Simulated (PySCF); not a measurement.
```xyz
2

Na    0.0000    0.0000   -1.4473
S     0.0000    0.0000    1.0407
```

These are results of PBE0/def2-TZVP, non-relativistic Hamiltonian with scalar-relativistic core potentials where named, at a bond length of 2.488 Å (PySCF 2.14.0), not measurements.

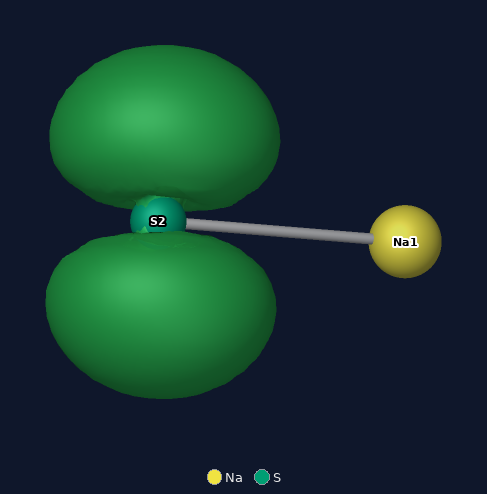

NaS (doublet). Isosurfaces of the spin density (α minus β) at +0.03 (green) and −0.03 e/Å³ (red), seen from one side.

Where is the unpaired spin?

Answer. The unpaired spin (1 electron) lies mostly on S2 (about 1.0), in electrons by Hirshfeld's partition.
